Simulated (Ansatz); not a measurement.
```yaml
atoms:
  - { symbol: C, position_ang: [-0.2466, -0.6034, 1.5055] }
  - { symbol: B, position_ang: [-1.1204, -1.7131, 1.8915] }
  - { symbol: Ga, position_ang: [1.3070, -1.6128, 2.0471] }
  - { symbol: H, position_ang: [-2.3393, -1.8495, 1.8486] }
  - { symbol: H, position_ang: [-0.5254, 0.3676, 1.0829] }
  - { symbol: H, position_ang: [-0.5466, -2.7372, 2.3600] }
```

Geometry: PBE0-D3(BJ)/def2-SVPD.

These are results of isolated molecule in a Gaussian basis; Kohn-Sham density functional theory, functional PBE0 (Ansatz 0.2.0), not measurements.

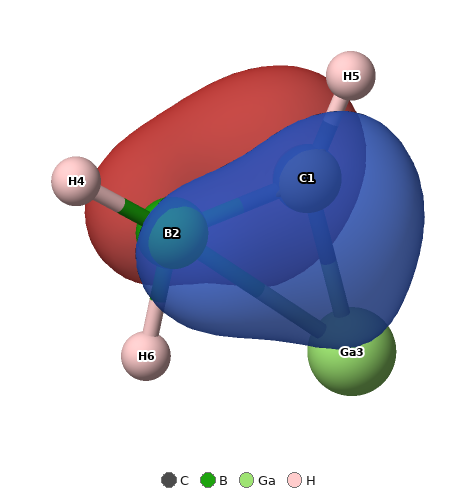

CH₃BGa (SMILES [BH2-]1[CH-][Ga+]1) (charge −1). The HOMO−1 at ±0.15 Å⁻³ᐟ² (blue and red are the two phases), seen at a tilt.

> What is the character of this orbital?

Its weight (Hirshfeld) is mainly on C1 (about 45 %), B2 (about 30 %) and Ga3 (about 20 %); it changes sign across the molecular plane (π type); π-bonding across C1–B2, C1–Ga3 and B2–Ga3. Its energy is −1.29 eV.
